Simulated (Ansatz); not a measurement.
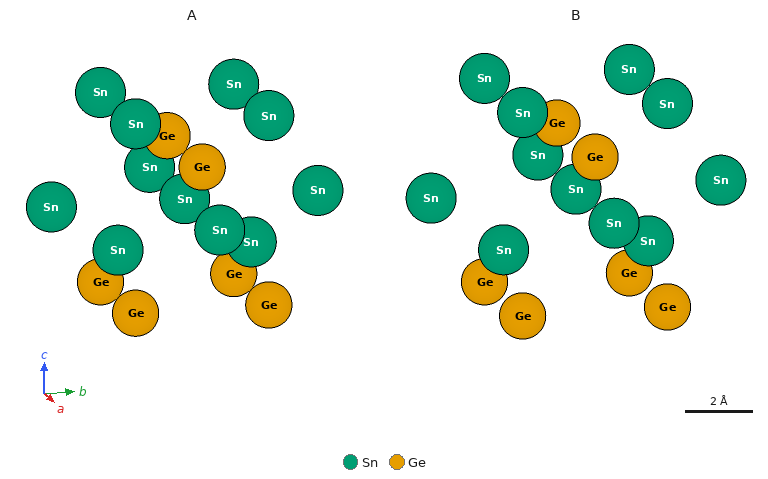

Two geometries of crystalline Sn2Ge (a generated structure, set up in I4_1/amd) (coarse preliminary run), drawn at one scale. One is the start of a relaxation, the other its converged end. The picture is a spheres-only view of the atoms within 4.2 Å of the atom that moves most (axes of the conventional cell (2 times the calculation's cell)), seen slightly off an axis. Lengths and directions refer to the drawn axes.

Theory: Ansatz, DFT PBE, scalar-relativistic, plane waves, PAW. Set-up: plane-wave cutoff 420 eV; k-point mesh 6 × 6 × 6; occupations gaussian; smearing width 0.1 eV; no spin polarisation; cell and atoms relaxed; force threshold 0.04 eV/Å; at most 70 steps.

**Which one is relaxed?**

Structure B is the relaxed one. The energy falls by 381 meV per atom in 4 accepted moves (6 points after the start). The largest force component goes from 1.9 to 0.0057 eV/Å. Pressure: 19.71 GPa at the start and 0.04 GPa at the end. The SCF was repeated twice at an unchanged geometry on a basis and grid sized afresh for the cell, which shifted the energy by 2.9 meV per atom at most. The largest moves relative to the cell, 0.073 Å, are those of Sn atoms. Ge stays in place. The volume changes by +28.4 %, with a = b 4.143 → 4.504 Å (+8.7 %), c 17.577 → 19.098 Å (+8.6 %). Some distances before and after: Sn–Sn 2.537 → 2.844 Å, Ge–Sn 2.537 → 2.716 Å. Bond angles that change, for instance: Sn–Sn–Sn 109.5° → 104.7°, Ge–Sn–Ge 109.5° → 112.0°, Sn–Ge–Sn 109.5° → 112.0°. The space group stays I4_1/amd (No. 141).
